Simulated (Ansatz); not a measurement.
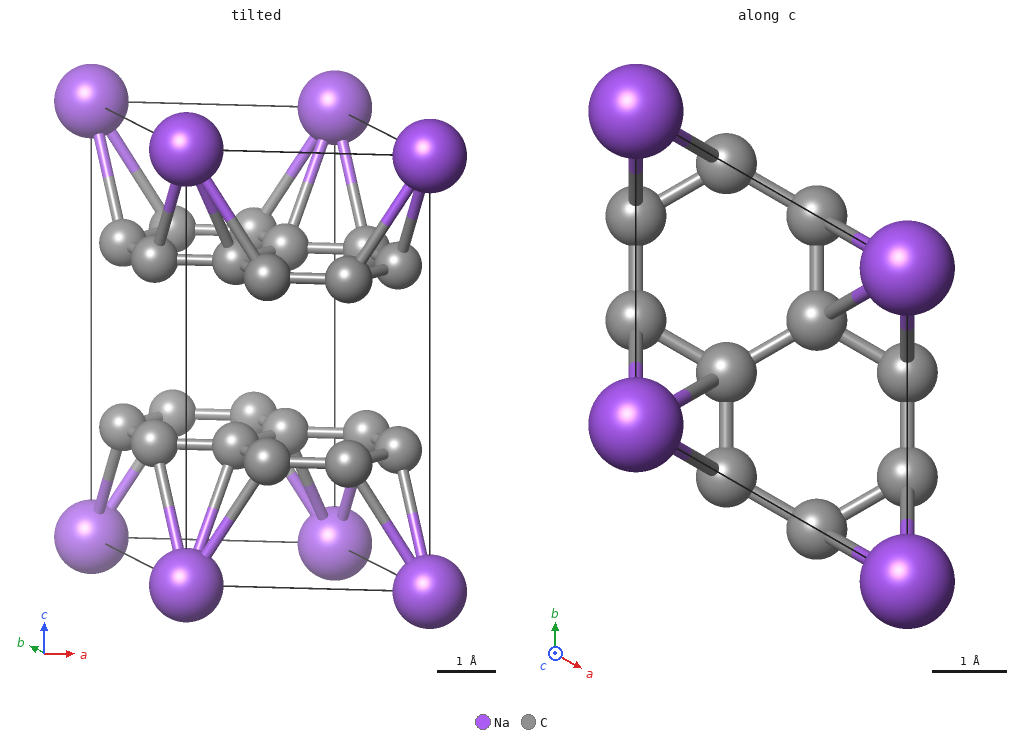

Ball-and-stick representation of a periodic structure, projected slightly off an axis and along the c axis. The conventional unit cell is outlined; an atom on or near a face, edge or corner is repeated at each equivalent position.

NaC$_{12}$, space group P6/mmm (No. 191), a = 4.292 Å, b = 4.292 Å, c = 7.801 Å, α = 90.00°, β = 90.00°, γ = 120.00°. Source of the structure: a structure type filled with these elements by a generator (whether the compound takes this form wasn't checked). Earlier steps of the study, as a rule a relaxation of our own, may have changed the cell and positions, so they can lie some per cent off the listed ones. It went into a calculation with Ansatz.

This one geometry was computed with Ansatz (DFT, plane waves, PAW) at three levels of theory: PBEsol, r2SCAN and PBE+D3(BJ).

> How does the band gap change with the level of theory?

All levels give a metal.

> Collect the results in a table.

| level | cutoff (eV) | k-mesh of the run's cell | gap (eV) | pressure (GPa) |
| --- | --- | --- | --- | --- |
| PBEsol | 420 | 12×12×6 | metal | -0.7 |
| r2SCAN | 500 | 12×12×6 | metal | -1.4 |
| PBE+D3(BJ) | 420 | 12×12×6 | metal | 0.0 |

Gaps are taken on the k-mesh or band path of each run.
